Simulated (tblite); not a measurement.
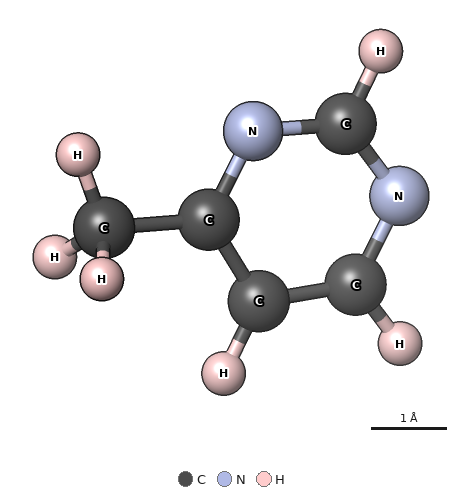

**Figure 1.** The structure as given in the input (ball-and-stick view, seen at a tilt).

**Molecular dynamics, with input and output: C5H6N2**

C5H6N2, SMILES Cc1ccncn1, computed with GFN1-xTB Langevin dynamics, gas phase (tblite 0.8.0).

## Input file
```
{"job": {"dt": 0.5, "steps": 8000, "equilibration": 400, "friction": 0.005, "h_mass": 4.0, "method": "GFN1-xTB", "temperature": 450, "xc": "GFN1-xTB", "basis": "xTB", "kind": "md"}, "charge": 0, "multiplicity": 1}
C     -1.254816    -1.224158     1.146154
C     -0.639487    -0.291797     0.155858
C     -0.543563    -0.609643    -1.199722
C      0.049872     0.331925    -2.021407
N      0.510480     1.485532    -1.556705
C      0.371976     1.689219    -0.260890
N     -0.175602     0.865997     0.613199
H     -1.291713    -0.747911     2.121321
H     -2.261073    -1.497935     0.833957
H     -0.663470    -2.136214     1.214348
H     -0.916616    -1.545327    -1.585003
H      0.166063     0.170367    -3.085738
H      0.745270     2.628472     0.127798
```

The first line tells a small driver script what to run in tblite; the rest is the geometry in Å.

Hardware: 1 CPU thread, shared host.

Launched with:
```bash
OMP_NUM_THREADS=1 python <driver script> task.json out
```

## What the program printed
```
t/fs     T/K   E - E0/eV
     0.0    593.1     0.0106
   175.0    266.5     0.6050
   350.0    472.7     0.4281
   525.0    464.9     0.5034
   700.0    386.3     0.7297
   875.0    388.0     0.5995
  1050.0    299.4     0.5788
  1225.0    438.9     0.3771
  1400.0    440.6     0.5923
  1575.0    586.7     0.6464
  1750.0    390.7     0.6726
  1925.0    356.4     0.5514
  2100.0    328.6     0.7589
  2275.0    490.5     0.5446
  2450.0    470.8     0.5244
  2625.0    598.6     0.6303
  2800.0    355.0     0.8478
  2975.0    309.0     0.5133
  3150.0    568.0     0.2859
  3325.0    421.9     0.4958
  3500.0    344.4     0.5444
  3675.0    293.4     0.6416
  3850.0    466.0     0.6136
  4025.0    529.7     0.7363
  4200.0    522.0     0.5362
```

## Trajectory as extended XYZ (Å, eV, eV/Å), 16 of the 25 frames kept, from step=0 to step=8400
```
13
Properties=species:S:1:pos:R:3:forces:R:3 step=0 time_fs=0.0 energy=-548.63760 temperature=593.1
C    -1.2548   -1.2242    1.1462   -0.0180  -0.0520   0.0330
C    -0.6395   -0.2918    0.1559   -0.0030  -0.1070  -0.2860
C    -0.5436   -0.6096   -1.1997    0.0990   0.3010   0.2260
C     0.0499    0.3319   -2.0214   -0.0490  -0.1810  -0.2040
N     0.5105    1.4855   -1.5567   -0.0110  -0.0670  -0.1060
C     0.3720    1.6892   -0.2609    0.1900   0.4730   0.1830
N    -0.1756    0.8660    0.6132   -0.1430  -0.2520   0.1370
H    -1.2917   -0.7479    2.1213   -0.0250   0.0120   0.1040
H    -2.2611   -1.4979    0.8340   -0.0700  -0.0190   0.0070
H    -0.6635   -2.1362    1.2143    0.0280  -0.0650   0.0280
H    -0.9166   -1.5453   -1.5850   -0.0410  -0.1090  -0.0520
H     0.1661    0.1704   -3.0857   -0.0240  -0.1050  -0.1420
H     0.7453    2.6285    0.1278    0.0670   0.1710   0.0720
13
Properties=species:S:1:pos:R:3:forces:R:3 step=700 time_fs=350.0 energy=-548.22012 temperature=472.7
C    -1.5958   -1.1565    0.9308   -1.2100   0.7650  -0.9890
C    -0.9057   -0.1654   -0.0134    1.0050   0.0620   1.9320
C    -1.2970    0.0097   -1.2969   -1.2530  -0.8960  -1.2510
C    -0.6180    0.9357   -2.0956   -1.5150  -0.0740  -0.6320
N     0.3560    1.6973   -1.6597    0.6210  -0.7230   0.5380
C     0.7230    1.4157   -0.4137   -0.1470   0.4470   1.8750
N     0.0856    0.6343    0.4766    0.0470  -0.8210  -1.1720
H    -1.6765   -0.6504    1.8724   -0.2620   0.2650   0.6510
H    -2.6379   -1.3920    0.5368    1.2280   0.3380   0.4740
H    -1.1243   -2.1028    1.1460    0.5880  -0.1360  -0.4250
H    -2.1827   -0.6354   -1.5800    1.1520   0.9640  -0.4140
H    -0.9767    1.1480   -3.0999    0.0180  -0.1250  -0.1020
H     1.5566    1.9721    0.0467   -0.2720  -0.0650  -0.4870
13
Properties=species:S:1:pos:R:3:forces:R:3 step=1050 time_fs=525.0 energy=-548.14484 temperature=464.9
C    -1.7372   -0.4252    0.9131   -2.3480  -0.3210   0.4120
C    -0.9673    0.1314   -0.2496    2.3350  -0.7430   2.8610
C    -1.4702    0.6026   -1.4059   -1.8420  -0.2020   0.7050
C    -0.6178    1.2912   -2.2055   -0.0840   0.2680  -2.6850
N     0.6841    1.2862   -2.0861    0.8280  -0.4390   1.6940
C     1.1602    0.6576   -0.9484   -1.3500   0.5640  -1.1880
N     0.3977    0.1199   -0.0177   -0.8650   0.5210  -0.8500
H    -1.5301   -0.1396    1.9711    0.5580   0.4200  -1.0850
H    -2.8601   -0.2053    0.7940    1.4660  -0.3670  -0.0320
H    -1.6229   -1.5142    0.9362   -0.0550  -0.0100  -0.2250
H    -2.5438    0.5269   -1.5876    0.2450   0.2010  -0.1150
H    -1.0803    1.6975   -3.1240    0.6070   0.2330   0.3040
H     2.2246    0.6524   -0.8498    0.5050  -0.1240   0.2030
13
Properties=species:S:1:pos:R:3:forces:R:3 step=1750 time_fs=875.0 energy=-548.04869 temperature=388.0
C    -1.4678    0.2698    0.1711    0.0380  -1.4990  -0.4540
C    -0.4731    0.4268   -0.9707   -1.4060   1.2200  -0.1800
C    -0.7169    0.7746   -2.3381   -3.1420  -1.2090   3.0630
C     0.3543    0.7388   -3.1031    1.3140   0.3020  -3.8400
N     1.6106    0.6035   -2.7294    0.6460  -0.9630   1.1750
C     1.7663    0.3213   -1.4442   -0.0880   1.8410   0.0210
N     0.7463    0.3494   -0.5582    2.4930  -1.1300   0.2210
H    -2.1597    1.0754    0.2722   -0.6460   0.5570  -0.3340
H    -2.0318   -0.7070   -0.0146    0.6150   1.2550   0.4740
H    -0.9204    0.2404    1.1326   -0.1490  -0.3430  -0.5940
H    -1.7663    0.8304   -2.6908    0.8460   0.1450   0.0560
H     0.2740    0.8031   -4.1952   -0.2990   0.3490   0.0470
H     2.7971    0.3938   -1.0977   -0.2210  -0.5260   0.3470
13
Properties=species:S:1:pos:R:3:forces:R:3 step=2100 time_fs=1050.0 energy=-548.06942 temperature=299.4
C    -1.6822    0.2292   -0.2431    1.9660  -0.1930   0.6620
C    -0.5899    0.2385   -1.3550   -0.1510   0.4050   1.3450
C    -0.7231    0.4728   -2.6950    0.6640   0.3750  -2.3320
C     0.4798    0.5297   -3.4629    0.5210  -1.0570   1.0730
N     1.7041    0.2508   -2.9588   -1.3300   0.8180  -0.6780
C     1.7143    0.0958   -1.6554    0.8050  -0.3190   0.2230
N     0.6578    0.0831   -0.9023   -0.8380  -0.0630   1.7580
H    -2.4620   -0.4226   -0.5450   -0.7490  -0.8480  -0.2230
H    -1.1680   -0.2138    0.7313   -1.1680   1.2080  -1.9110
H    -2.1816    1.2129   -0.0828    0.8560  -0.5430   0.0220
H    -1.6454    0.6078   -3.2835    0.2720   0.0140   0.7070
H     0.5744    0.6637   -4.5197   -0.8160   0.2770  -0.6130
H     2.6778   -0.0398   -1.1643   -0.0320  -0.0750  -0.0340
13
Properties=species:S:1:pos:R:3:forces:R:3 step=2800 time_fs=1400.0 energy=-548.05588 temperature=440.6
C    -2.3111   -1.0044   -0.5530    1.8600   1.8810   1.2100
C    -1.0395   -0.3444   -1.1393    0.2840  -1.3120   2.2940
C    -0.8790   -0.3690   -2.4823    1.8430   1.5580  -0.8580
C     0.3386    0.0917   -3.0309   -0.5190  -0.5250   2.4500
N     1.3132    0.5117   -2.1952   -0.4550  -0.1860  -0.1140
C     1.1375    0.4301   -0.8619   -2.3670  -1.5160  -1.1310
N     0.0045   -0.1294   -0.3028    0.8990   1.4670  -0.9620
H    -1.9757   -1.9926   -0.2552   -0.3620  -0.0210   0.4690
H    -2.6952   -0.3386    0.2707    0.4280  -1.0620  -0.4940
H    -3.0431   -1.0604   -1.2979   -1.1110  -0.2100  -1.0770
H    -1.7279   -0.5638   -3.0505   -1.0770  -0.5250  -1.2920
H     0.4919   -0.0588   -4.0678    0.5430   0.3740  -0.8280
H     1.9753    0.6973   -0.2469    0.0340   0.0760   0.3340
13
Properties=species:S:1:pos:R:3:forces:R:3 step=3500 time_fs=1750.0 energy=-547.97564 temperature=390.7
C    -2.7038   -0.4287    0.4153   -0.9310  -1.4560   0.1100
C    -1.3616    0.0766   -0.0389   -0.7090  -1.3870   0.0470
C    -0.5575   -0.6245   -0.9924   -0.6380   0.3800   1.4000
C     0.7087   -0.1692   -1.2369    0.2930   0.6560  -1.9690
N     1.0418    1.0413   -0.7696    0.0890  -0.5460   0.6910
C     0.2356    1.5489    0.1404    0.9120   1.4000   1.3890
N    -0.9684    1.1452    0.5758    1.6290   0.6910  -0.4590
H    -2.6068   -1.5251    0.7378   -0.1940   1.4810  -0.2470
H    -3.3413    0.1436    1.1835    1.6220  -0.5810  -1.0480
H    -3.2695   -0.4397   -0.5134   -0.5750  -0.1920  -0.0580
H    -0.9275   -1.5494   -1.3528   -0.2100  -0.7600  -0.4210
H     1.4180   -0.5811   -2.0230   -0.9450   0.1630   1.1620
H     0.6913    2.3388    0.7655   -0.3430   0.1510  -0.5980
13
Properties=species:S:1:pos:R:3:forces:R:3 step=3850 time_fs=1925.0 energy=-548.09677 temperature=356.4
C    -2.5825    0.3450    1.2117    0.0080   1.1360   0.8750
C    -1.1940    0.5514    0.7768    1.0470  -2.3720  -1.3430
C    -0.4906   -0.5730    0.1819    0.5960   0.6990  -0.0720
C     0.8171   -0.3165   -0.2823   -0.9620   0.0780   1.4150
N     1.3267    0.9070   -0.1783   -0.4510  -0.0720   0.0920
C     0.5473    1.8592    0.3488    0.8860  -0.0320  -1.4700
N    -0.6662    1.7527    0.8414   -0.0240  -0.2280   0.0330
H    -2.5808    0.4191    2.3150   -0.3330  -0.5960  -0.4150
H    -3.2156    1.1628    0.8697   -0.0330   0.0290  -0.1390
H    -2.8751   -0.5684    0.7592   -0.8250  -0.9150   0.2820
H    -0.8439   -1.6295    0.0275   -0.1490   1.3970   0.4470
H     1.4893   -1.1077   -0.5862   -0.0860  -0.0670  -0.3470
H     0.8888    2.8308    0.0642    0.3260   0.9430   0.6420
13
Properties=species:S:1:pos:R:3:forces:R:3 step=4550 time_fs=2275.0 energy=-548.10365 temperature=490.5
C    -1.6373    1.5467    1.7331    0.3500  -0.0180   1.3950
C    -0.4424    1.3288    0.8658    0.2850   1.1710  -0.5510
C     0.0829    0.0687    0.6095   -0.4880   0.7360  -0.3740
C     1.2624    0.0384   -0.0213    3.4760   1.2550  -1.6860
N     1.9708    1.1337   -0.4699   -1.1010  -1.4840   0.7810
C     1.3211    2.2505   -0.3140    0.6970   1.3210  -0.5540
N     0.1862    2.3987    0.3480   -0.8800  -0.0840   0.7900
H    -1.8166    2.6097    1.9892    0.4320  -0.5480  -0.1090
H    -2.5570    1.1856    1.3164   -0.4040  -0.3680  -0.4910
H    -1.4522    0.9365    2.6670   -0.3150   0.8020  -0.7310
H    -0.4125   -0.8489    0.6106   -1.0570  -1.2120   0.9410
H     1.8647   -0.8126   -0.2485   -0.2430  -1.1880   0.0730
H     1.8285    3.1343   -0.7740   -0.7540  -0.3840   0.5150
13
Properties=species:S:1:pos:R:3:forces:R:3 step=4900 time_fs=2450.0 energy=-548.12383 temperature=470.8
C    -1.6707    2.4055    1.9090    1.1120  -0.5840   0.0030
C    -0.4665    1.8437    1.1892   -0.0380   2.6830  -0.2480
C    -0.0295    0.5709    1.1041    0.0580  -2.5070   0.3880
C     1.0784    0.3050    0.2777   -0.7540   1.2690   0.2920
N     1.6296    1.3237   -0.3497    1.9710   0.3680  -0.0920
C     1.3615    2.5932   -0.0041   -2.5710  -3.0190   0.3630
N     0.2552    2.8508    0.6498    0.0150   0.4630   0.6930
H    -1.8873    3.3961    1.5536   -0.1340   0.2890  -0.2560
H    -2.4592    1.7274    1.7596   -1.4110  -0.6570  -0.1250
H    -1.4660    2.4608    2.9662    0.1230   0.0280   0.4610
H    -0.5701   -0.2322    1.6529    0.5260   0.4880  -0.4410
H     1.5944   -0.6251    0.1287   -0.4040  -0.5650  -0.0280
H     1.9455    3.3740   -0.3063    1.5070   1.7440  -1.0100
13
Properties=species:S:1:pos:R:3:forces:R:3 step=5600 time_fs=2800.0 energy=-547.80045 temperature=355.0
C    -1.6621    1.4222    2.4342   -0.3010  -1.7670   1.2980
C    -0.9296    1.6381    1.1673   -0.0100  -1.6370  -0.2570
C    -0.7357    0.5711    0.2750    1.3470   3.8660  -1.4290
C     0.0423    0.9168   -0.8639    0.9210  -2.1220   0.7320
N     0.7470    2.0124   -0.9996   -1.0160   1.8500   1.3520
C     0.4188    2.9578   -0.0848    0.5980   0.9900  -0.3810
N    -0.3387    2.8080    0.9980    0.3270   0.3030  -0.7290
H    -2.3743    2.1647    2.6736   -0.6140   1.0600   0.0830
H    -2.1264    0.4468    2.7287   -0.1630   0.3410  -1.6520
H    -0.9495    1.3561    3.2232    1.1480   0.9410   0.8000
H    -1.4067   -0.1924    0.2652   -1.2550  -2.4030   0.1350
H     0.4376    0.1627   -1.5452   -0.8290  -0.4160  -0.1570
H     0.8139    3.9940   -0.2580   -0.1520  -1.0060   0.2030
13
Properties=species:S:1:pos:R:3:forces:R:3 step=6300 time_fs=3150.0 energy=-548.36229 temperature=568.0
C    -1.6886    1.5186    3.0268    0.5700  -0.8840   0.7440
C    -1.0144    1.2287    1.7053   -0.8940   0.3240   0.7520
C    -1.5732    0.3060    0.8050    0.9010   0.3530  -0.2360
C    -0.9505    0.1595   -0.4277    0.0370   0.5110   0.0750
N     0.2100    0.8209   -0.7031   -1.4090  -0.3820   0.6420
C     0.6144    1.6493    0.2289    0.1510   0.1230   1.3960
N     0.0511    1.9519    1.4438    0.2840  -0.9030  -1.8180
H    -1.4574    2.5356    3.3827   -0.1760  -0.4830  -0.1980
H    -2.7463    1.3022    3.0131   -0.4650   0.4270  -0.3540
H    -1.3475    0.7728    3.7894    0.2590   0.6480  -0.4490
H    -2.4330   -0.2355    1.1543   -0.2890  -0.2410  -0.3370
H    -1.4036   -0.4080   -1.2437    0.2670  -0.0920   0.2560
H     1.5809    2.0773    0.1213    0.7630   0.5970  -0.4730
13
Properties=species:S:1:pos:R:3:forces:R:3 step=6650 time_fs=3325.0 energy=-548.15245 temperature=421.9
C    -2.3182    1.9000    3.1182    0.8450  -1.4080   1.3520
C    -1.8539    1.2931    1.8038    0.1830   0.5380  -0.2750
C    -2.4801    0.2284    1.1158   -0.1100   0.9560   0.1980
C    -2.0374    0.0508   -0.2153   -1.2360  -1.7940   1.1890
N    -0.9520    0.5855   -0.7067    1.1380   0.8830   0.6750
C    -0.2958    1.4364    0.0975   -2.8660   0.2740   1.3390
N    -0.8024    1.9436    1.2673    0.3910  -1.7410  -1.2160
H    -1.4224    2.0738    3.8570   -1.5810  -0.1790  -1.5540
H    -2.8573    2.8215    2.9475    0.1040   0.2830  -0.0620
H    -3.0174    1.1870    3.6227    0.4790   0.5480  -0.2940
H    -3.3616   -0.2817    1.6018    1.1020   0.4420  -0.8620
H    -2.4962   -0.7412   -0.8297   -0.0790   0.4980   0.1410
H     0.5593    1.8958   -0.2650    1.6280   0.7010  -0.6310
13
Properties=species:S:1:pos:R:3:forces:R:3 step=7350 time_fs=3675.0 energy=-548.00661 temperature=293.4
C    -2.6579    2.9356    3.5088   -0.0320  -1.0940   0.8010
C    -2.4494    1.9112    2.3586   -0.0660   1.7450   0.7550
C    -3.2471    0.8000    2.0103    0.8850   2.8790   2.0480
C    -2.7510    0.1533    0.9582    0.7340  -1.9330  -1.9030
N    -1.6107    0.3913    0.3264    0.6890   0.6350  -0.2260
C    -0.9934    1.5160    0.6660    0.9050  -0.6830  -1.0150
N    -1.4294    2.3106    1.5814   -0.7560   0.6480   2.1090
H    -1.7419    3.4416    3.8923   -0.2160  -1.0910  -0.3360
H    -3.1874    3.7716    3.1458   -0.9700   0.9480  -0.9190
H    -3.2797    2.5806    4.3724    0.7410  -0.1300  -0.7330
H    -4.1151    0.5717    2.5816   -0.4780  -0.3790   0.1530
H    -3.1876   -0.7313    0.5843   -1.0180  -1.0980  -0.3120
H    -0.0241    1.8216    0.2497   -0.4180  -0.4460  -0.4220
13
Properties=species:S:1:pos:R:3:forces:R:3 step=7700 time_fs=3850.0 energy=-548.03464 temperature=466.0
C    -3.1830    3.2448    3.2271    1.8550   0.5860  -1.1410
C    -2.7138    2.2044    2.1939   -0.0750  -2.3700  -0.1410
C    -3.1821    0.8670    2.3817   -0.5530   0.6610   0.4380
C    -2.6582   -0.1607    1.5989   -1.3000  -0.0170  -0.0030
N    -1.8230    0.0935    0.5970   -0.4050  -2.5310   0.5830
C    -1.4119    1.2990    0.4844    0.4240   1.5770  -0.2610
N    -1.7902    2.3306    1.1931   -1.2300   2.1870   2.2870
H    -2.2478    3.5947    3.7243   -0.5920  -0.6870   0.3590
H    -3.4299    4.1817    2.7349   -0.7120  -0.0190  -0.3210
H    -3.9727    2.9228    3.9244    0.6040  -0.0330  -0.5040
H    -4.0189    0.6975    3.1182    1.1160  -0.0490  -0.7010
H    -3.0450   -1.1941    1.6626    0.2920   0.5320   0.1670
H    -0.6810    1.5111   -0.2591    0.5740   0.1630  -0.7630
13
Properties=species:S:1:pos:R:3:forces:R:3 step=8400 time_fs=4200.0 energy=-548.11198 temperature=522.0
C    -4.7992    2.6628    1.3346   -0.2630   4.1750   0.8280
C    -3.5461    2.0263    1.0322    0.2710  -1.4730  -0.1760
C    -3.4938    0.6417    1.2214    0.7530   1.2110  -0.2700
C    -2.3070    0.0242    0.9932    0.9580  -0.5150  -0.2890
N    -1.2687    0.6427    0.4111   -1.1260   0.7760   0.6840
C    -1.4621    1.9611    0.2497    0.5520  -0.9440   0.1320
N    -2.5177    2.7020    0.5745    0.6080  -0.1930  -0.2010
H    -5.2684    2.2644    2.2216   -0.0010   0.1870   0.4060
H    -4.6467    3.8530    1.3703   -0.3420  -2.4640   0.3690
H    -5.4806    2.5430    0.5469   -1.0550  -0.3790  -1.3110
H    -4.3185    0.1198    1.5918   -1.1290  -0.6970   0.6160
H    -2.1699   -0.9809    1.3428    0.2000  -0.6370  -0.2280
H    -0.5747    2.4268   -0.0950    0.5730   0.9530  -0.5610
```

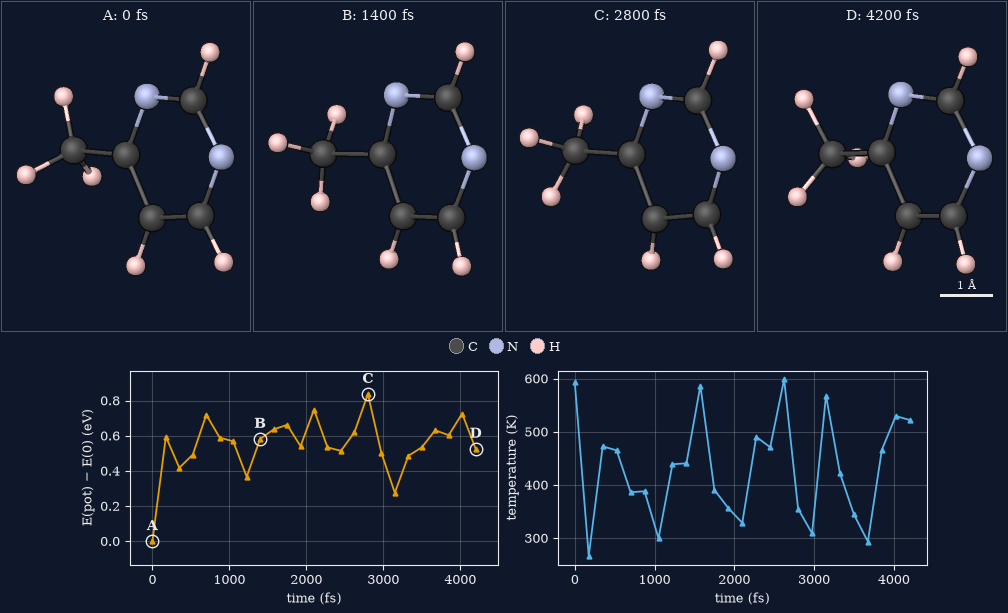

**Figure 2.** Frames of the molecular dynamics (ball-and-stick, seen at a tilt) above the curves, on which the letters mark them. The trajectory kept here has 25 frames over 4200 fs. The temperature starts at 593 K, ranges from 266 to 599 K and averages 438 K over the second half. The potential energy ends 0.526 eV above its first value. After an unweighted best fit of the last frame on the first, the root-mean-square displacement is 0.94 Å, and H8 has moved furthest (2.01 Å).

## Results in brief

| quantity | value |
| --- | --- |
| outcome | finished |
| mean temperature over the second half | 438 K |
| trajectory | 25 frames kept, 4200 fs |
| wall time | 32 s |
| peak memory | 0.46 GiB |
